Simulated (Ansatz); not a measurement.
# InNH2Cl (SMILES [NH2][In][Cl]): USVWN5/def2-SVP (core potential)

What is the vertical ionisation energy of InNH2Cl at USVWN5/def2-SVP (core potential)? 

The calculation is run with Ansatz 0.2.0.

58 further runs of the same task are left out: 58 set aside as unsound or not needed.

### Step 1. The system as given

InNH2Cl: 5 atoms, total charge 0, spin state doublet. SMILES: `[NH2][In][Cl]`. Geometry: relaxed at PBE0-D4/def2-TZVP. This is one conformer, not always the lowest.

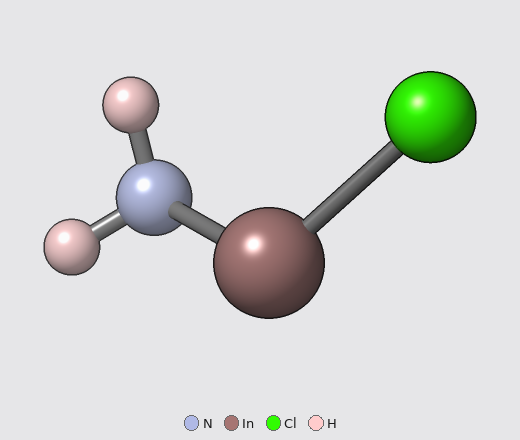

The structure, seen from a chosen angle (nitrogen light blue, indium brown, chlorine green, hydrogen pink).

### Step 2. A single-point energy at USVWN5/def2-SVP (core potential)

Input file job.yaml:

```yaml
crystal:
  periodic: [false, false, false]
  atoms:
    - {symbol: N, position_ang: [-0.142600, 0.808600, -0.493900]}
    - {symbol: In, position_ang: [-0.411600, -1.217800, -0.153300]}
    - {symbol: Cl, position_ang: [1.391500, -2.211500, 1.018700]}
    - {symbol: H, position_ang: [-0.999700, 1.283800, -0.756700]}
    - {symbol: H, position_ang: [0.212300, 1.263200, 0.343800]}
basis:
  gaussian: {orbitals: def2-SVP}
magnetization: {spin_polarized: true, initial_magnetization: 1}
hamiltonian: {xc: {name: SVWN5}}
accuracy: high
output: {orbitals: {seedname: orbitals}}
```

Launch:

```console
$ ansatz run job.yaml --threads 1 --pin off --max-ram 2610MiB --events-out events.jsonl --progress --plain --runs-dir runs
```

The program printed:

```text
Warning: RAYON_NUM_THREADS=1 ignored (pool sized by the plan → 1); use --threads N
Functional definition: SVWN5
  name "SVWN5"
  exchange = slater_x
  correlation = vwn5_c
1544 factors; integrals over basis functions are off by at most 3.3e-9 eV
mean field evaluation 1: about -19142.5416 eV, gradient 4.9e1 eV
mean field evaluation 2: about -19055.0074 eV, gradient 1.0e2 eV
mean field evaluation 4: about -19151.5733 eV, gradient 1.7e1 eV
mean field evaluation 8: about -19153.4312 eV, gradient 3.4e-1 eV
mean field evaluation 16: about -19153.4320 eV, gradient 5.8e-5 eV
mean field -19153.43198773 eV, -703.8756428865 hartree, gradient 2.4e-8 eV, S^2 0.751670; 1 other end points of the search recorded, 0 dependent functions left out
reference -19153.43199121 eV, -703.8756430143 hartree; 24, 23 occupied and 44, 45 virtual orbitals, 1544 factors
Total energy: -19153.43199121 eV, -703.8756430143 hartree
```

Wall time 4.8 s (1 thread of Arm Neoverse V1, shared host); peak memory 0.19 GiB.

### Step 3. The singlet cation at the same level

Input file in.yaml:

```yaml
crystal:
  periodic: [false, false, false]
  atoms:
    - {symbol: "N", position_ang: [-0.142600, 0.808600, -0.493900]}
    - {symbol: In, position_ang: [-0.411600, -1.217800, -0.153300]}
    - {symbol: Cl, position_ang: [1.391500, -2.211500, 1.018700]}
    - {symbol: H, position_ang: [-0.999700, 1.283800, -0.756700]}
    - {symbol: H, position_ang: [0.212300, 1.263200, 0.343800]}
basis:
  gaussian:
    orbitals: def2-SVP
total_charge: 1
hamiltonian:
  xc: {name: SVWN5}
accuracy: high
output:
  orbitals: {seedname: orbitals}
```

Launch:

```console
$ ansatz run in.yaml --threads 1 --pin off --max-ram 2610MiB --events-out events.jsonl --progress --plain --runs-dir runs
```

The program printed:

```text
Warning: RAYON_NUM_THREADS=1 ignored (pool sized by the plan → 1); use --threads N
[... 4 set-up lines as earlier in the session ...]
1543 factors; integrals over basis functions are off by at most 3.3e-9 eV
mean field evaluation 1: about -19121.4405 eV, gradient 9.8e1 eV
mean field evaluation 2: about -18996.6470 eV, gradient 1.8e2 eV
mean field evaluation 4: about -19128.5377 eV, gradient 5.8e1 eV
mean field evaluation 8: about -19145.0314 eV, gradient 2.2e0 eV
mean field evaluation 16: about -19145.0456 eV, gradient 2.9e-4 eV
mean field -19145.04559570 eV, -703.5674486642 hartree, gradient 4.2e-8 eV, S^2 0.000000; 1 other end points of the search recorded, 0 dependent functions left out
reference -19145.04559930 eV, -703.5674487964 hartree; 23, 23 occupied and 45, 45 virtual orbitals, 1543 factors
Total energy: -19145.04559930 eV, -703.5674487964 hartree
```

Run time: 3.6 s. Hardware: 1 thread of Arm Neoverse V1, shared host; peak memory 0.16 GiB.

### Step 4. Outcome

Level: USVWN5/def2-SVP (core potential).

```
                                           quantity          value
                      doublet InNH2Cl: total energy  -703.87564 Eh
doublet InNH2Cl: HOMO energy (highest over α and β)       -5.30 eV
 doublet InNH2Cl: LUMO energy (lowest over α and β)       -4.62 eV
                              doublet InNH2Cl: ⟨S²⟩          0.752
                       singlet cation: total energy  -703.56745 Eh
                        singlet cation: HOMO energy      -12.69 eV
                        singlet cation: LUMO energy      -11.49 eV
                      singlet cation: HOMO–LUMO gap        1.20 eV
 vertical ionisation energy (to the singlet cation)       8.386 eV
```

In words: The vertical ionisation energy comes to 8.39 eV (809 kJ/mol). Only the singlet of the ionised species was computed; a triplet could lie lower.
